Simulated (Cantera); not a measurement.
Charge: 1 mol SiC, 0.063 mol CO₂, 28 mol H₂, at 1248.15 K.

These are equilibrium values from Cantera (NASA tables, ideal gas, pure condensed phases), not measurements of a reactor. Candidate condensed phases: C, C₆H₆, C₇H₈, C₈H₁₈, H₂O, Si, SiC, SiO₂; 123 gas species. Mutual solubility and eutectic melting of coexisting phases are not modelled. The tables hold silica as quartz up to 1696 K and as liquid above; real silica turns to tridymite and cristobalite and melts near 1996 K. The numbers say what is thermodynamically allowed, not how fast it happens.

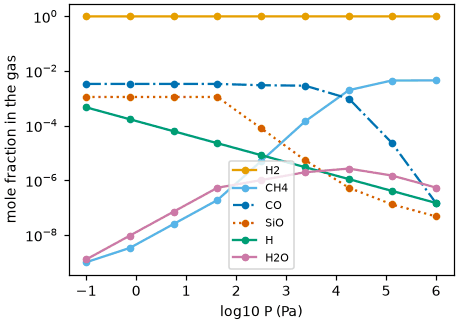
Equilibrium gas composition (values under 1e-9 drawn at 1e-9)

From 1.00e-6 bar to 0.000420 bar the condensed part is SiC(s). From 0.00320 bar to 0.0240 bar the condensed part is SiC(s) + SiO₂(β-quartz). At 0.180 bar the condensed part is C(graphite) + SiC(s) + SiO₂(β-quartz). From 1.30 bar to 10.0 bar the condensed part is SiC(s) + SiO₂(β-quartz). The main Si-bearing gas is SiO at 1.00e-6 bar and SiH₄ at 10.0 bar.
